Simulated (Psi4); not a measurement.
**SiN2H5 (SMILES N[SiH]N): UOMP2/def2-SVPD (density fitting for correlation)**

Aim: the vertical ionisation energy of SiN2H5 at UOMP2/def2-SVPD (density fitting for correlation), from 2 runs. 

The results are computed with Psi4 1.11.

1 further run of the same task is left out (set aside as unsound or not needed).

**1. The system as given**

SiN2H5: 8 atoms, total charge 0, spin state doublet. As SMILES, `N[SiH]N`. The shape is that of a PBE0-D4/def2-TZVP optimisation. This is one conformer, not always the lowest.

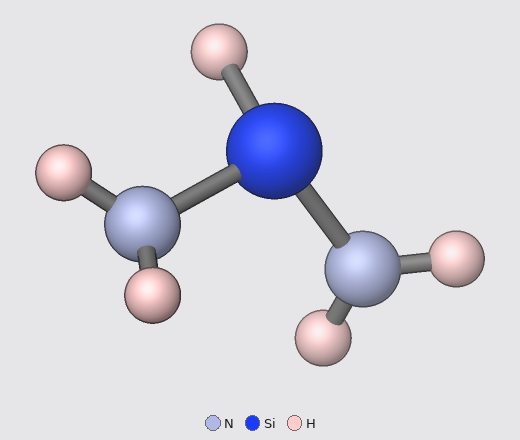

Viewed from a chosen angle; nitrogen light blue, silicon blue, hydrogen pink.

**2. A single-point energy at UOMP2/def2-SVPD (density fitting for correlation)**

h5n2si.xyz reads:

```xyz
8
H5N2Si
N     -1.027000     0.622100    -0.768300
Si     0.527700     0.579900    -0.050700
N      0.789500    -1.052600     0.425100
H     -1.817900     0.144500    -0.364600
H     -1.296600     1.349400    -1.406800
H      0.716400     1.354100     1.225100
H      0.730800    -1.794000    -0.255200
H      1.468900    -1.260500     1.139500
```

h5n2si_ase.py reads:

```python
import numpy as np
from ase.calculators.psi4 import Psi4
from ase.io import read

mol = read('h5n2si.xyz')
calc = Psi4(atoms=mol, method='omp2', basis='def2-SVPD', memory='2200MB', num_threads=1, charge=0, multiplicity=2, label='psi4-calc', reference='uhf')
calc.psi4.set_options({'puream': True, 'e_convergence': 1e-09, 'd_convergence': 1e-08, 'scf_type': 'pk', 'num_frozen_docc': 7, 'maxiter': 100})
mol.calc = calc

print(f'energy: {mol.get_potential_energy():.6f} eV')
```

Launch:

```sh
python h5n2si_ase.py
```

psi4-calc.dat:

```text
[...]
  Running in c1 symmetry.
[...]
  Nuclear repulsion =  111.028710907775093
[...]
  Multiplicity = 2
[...]
  Nalpha       = 17
  Nbeta        = 16
[...]
    Number of basis functions: 104
[...]
   @UHF iter   1:  -400.44015889705418   -6.19296e-01   5.20418e-03 ADIIS/DIIS
[...]
   @UHF iter  14:  -400.59364242693658   -4.14957e-12   5.22373e-09 DIIS
[...]
   @S^2 Observed:                7.545164346E-01
[...]
    Orbital Energies [Eh]
    ---------------------
    Alpha Occupied:
       1A    -68.773770     2A    -15.541665     3A    -15.537906
       4A     -6.136671     5A     -4.252274     6A     -4.245044
       7A     -4.244135     8A     -1.138306     9A     -1.109065
      10A     -0.715395    11A     -0.666362    12A     -0.658266
      13A     -0.572020    14A     -0.518415    15A     -0.455864
      16A     -0.409754    17A     -0.296186
    Alpha Virtual:
      18A      0.096617    19A      0.117486    20A      0.141143
      21A      0.171273    22A      0.181387    23A      0.188340
      24A      0.208130    25A      0.221010    26A      0.234051
[...]
  @UHF Final Energy:  -400.59364242693658
   => Energetics <=
    Nuclear Repulsion Energy =            111.0287109077750927
    One-Electron Energy =                -773.1740493094887370
    Two-Electron Energy =                 261.5516959747770329
    Total Energy =                       -400.5936424269365830
  UHF NO Occupations:
  HONO-2 :   15  A 1.9995498
  HONO-1 :   16  A 1.9984694
[...]
 Multipole Moments:
 ------------------------------------------------------------------------------------
     Multipole            Electronic (a.u.)      Nuclear  (a.u.)        Total (a.u.)
 ------------------------------------------------------------------------------------
 L = 1.  Multiply by 2.5417464519 to convert [e a0] to [Debye]
 Dipole X            :          0.8804515           -1.0399584           -0.1595069
 Dipole Y            :          0.6848205           -0.9494806           -0.2646602
 Dipole Z            :         -0.8662316            0.7702429           -0.0959887
 Magnitude           :                                                    0.3235758
[...]
	Warning: cc_lambda option is changed to TRUE
	For this residual convergence, default PCG convergence is:     1.00e-07
[...]
	DF-SCS-MP2 Total Energy (a.u.)     :  -401.04264287218433
	DF-SOS-MP2 Total Energy (a.u.)     :  -401.04024955532583
[...]
	DF-SCS-OMP2 Total Energy (a.u.)    :  -401.04729065387846
	DF-SOS-OMP2 Total Energy (a.u.)    :  -401.00917621043931
	DF-SCS(N)-OMP2 Total Energy (a.u.) :  -400.78847942735723
[...]
	DF-OMP2 Total Energy (a.u.)        :  -401.05319603337927
[...]
```

On the terminal:

```text
energy: -10913.213334 eV
```

Wall time 54 s (1 thread of AMD EPYC 7R43 (Zen 3), shared host); peak memory 0.42 GiB.

**3. The singlet cation, same level**

h5n2si.json reads:

```json
{
 "schema_name": "qcschema_input",
 "schema_version": 1,
 "molecule": {
  "schema_name": "qcschema_molecule",
  "schema_version": 2,
  "symbols": ["N", "Si", "N", "H", "H", "H", "H", "H"],
  "geometry": [-1.94074873, 1.17559862, -1.45187658, 0.99720848, 1.09585218, -0.09580911, 1.49193878, -1.98912572, 0.80332258, -3.43533312, 0.27306543, -0.68899415, -2.45021889, 2.54999643, -2.65846671, 1.3537998, 2.55887815, 2.31510348, 1.38101185, -3.39016867, -0.48225811, 2.7758187, -2.38199978, 2.15334292],
  "molecular_charge": 1,
  "molecular_multiplicity": 1,
  "fix_symmetry": "c1"
 },
 "driver": "energy",
 "model": {
  "method": "omp2",
  "basis": "def2-SVPD"
 },
 "keywords": {
  "puream": true,
  "e_convergence": 1e-09,
  "d_convergence": 1e-08,
  "scf_type": "pk",
  "num_frozen_docc": 7
 }
}
```

Launch:

```sh
psi4 --qcschema h5n2si.json -n 1 --memory 2200MB
```

stdout:

```text
[...]
  Running in c1 symmetry.
[...]
  Nuclear repulsion =  111.028710903504304
[...]
  Multiplicity = 1
[...]
  Nalpha       = 16
  Nbeta        = 16
[...]
    Number of basis functions: 104
[...]
   @RHF iter   1:  -400.18886066478643   -3.67997e-01   4.90782e-03 ADIIS/DIIS
[...]
   @RHF iter  13:  -400.33005937225550   -3.69482e-12   2.27786e-09 DIIS
[...]
    Orbital Energies [Eh]
    ---------------------
    Doubly Occupied:
       1A    -69.075393     2A    -15.790932     3A    -15.765104
       4A     -6.432834     5A     -4.544851     6A     -4.541857
       7A     -4.541296     8A     -1.364422     9A     -1.329327
      10A     -0.942066    11A     -0.892459    12A     -0.874158
      13A     -0.799146    14A     -0.751351    15A     -0.657504
      16A     -0.621449
[...]
  @RHF Final Energy:  -400.33005937225550
   => Energetics <=
    Nuclear Repulsion Energy =            111.0287109035043045
    One-Electron Energy =                -764.8692394252327631
    Two-Electron Energy =                 253.5104691494728684
    Total Energy =                       -400.3300593722555050
[...]
 Multipole Moments:
 ------------------------------------------------------------------------------------
     Multipole            Electronic (a.u.)      Nuclear  (a.u.)        Total (a.u.)
 ------------------------------------------------------------------------------------
 L = 1.  Multiply by 2.5417464519 to convert [e a0] to [Debye]
 Dipole X            :          1.6605499           -1.0399584            0.6205915
 Dipole Y            :          1.3425852           -0.9494806            0.3931046
 Dipole Z            :         -0.9863329            0.7702429           -0.2160899
 Magnitude           :                                                    0.7657414
[...]
	Warning: cc_lambda option is changed to TRUE
	For this residual convergence, default PCG convergence is:     1.00e-07
[...]
	DF-MP2 Total Energy (a.u.)         :  -400.78586855508797
[...]
	DF-MP2 Total Energy (a.u.)         :  -400.79364726106962
[...]
	DF-OMP2 Total Energy (a.u.)        :  -400.79364726102926
[...]
```

The result, in JSON:

```text
{
 "driver": "energy",
 "model": {
  "method": "omp2",
  "basis": "def2-SVPD"
 },
 "success": true,
 "return_result": -400.79364726102926,
 "properties": {
  "calcinfo_nbasis": 104,
  "calcinfo_nmo": 104,
  "calcinfo_nalpha": 16,
  "calcinfo_nbeta": 16,
  "calcinfo_natom": 8,
  "nuclear_repulsion_energy": 111.0287109035043,
  "return_energy": -400.79364726102926,
  "scf_one_electron_energy": -764.8692394252328,
  "scf_two_electron_energy": 253.51046914947287,
  "scf_dipole_moment": [0.6205914774266879, 0.3931046300088594, -0.21608994228119371],
  "scf_total_energy": -400.3300593722555,
  "scf_iterations": 13,
  "mp2_singles_energy": 0.0,
  "mp2_doubles_energy": -0.4558091828324612,
  "mp2_correlation_energy": -0.45580918283246774,
  "mp2_total_energy": -400.785868555088
 }
}
```

It took 20 s on 1 thread of AMD EPYC 7R43 (Zen 3), shared host; peak memory 0.4 GiB.

**4. Summary of results**

At UOMP2/def2-SVPD (density fitting for correlation), 7 core orbitals frozen:

| quantity | value |
| --- | --- |
| doublet SiN2H5: total energy | -401.05320 Eh |
| doublet SiN2H5: HOMO energy (Hartree–Fock orbitals) (highest over α and β) | -8.06 eV |
| doublet SiN2H5: LUMO energy (Hartree–Fock orbitals) (lowest over α and β) | 1.92 eV |
| doublet SiN2H5: correlation energy (7 core orbitals frozen) | -459.6 mEh |
| doublet SiN2H5: ⟨S²⟩ of the reference determinant | 0.755 |
| singlet cation: total energy | -400.79365 Eh |
| singlet cation: HOMO energy (Hartree–Fock orbitals) | -16.91 eV |
| singlet cation: LUMO energy (Hartree–Fock orbitals) | -6.22 eV |
| singlet cation: HOMO–LUMO gap (Hartree–Fock orbitals) | 10.69 eV |
| singlet cation: correlation energy (7 core orbitals frozen) | -463.6 mEh |
| vertical ionisation energy (to the singlet cation) | 7.063 eV |

Removing an electron at fixed nuclei costs 7.06 eV (681 kJ/mol). Only the singlet of the ionised species was computed; a triplet could lie lower.
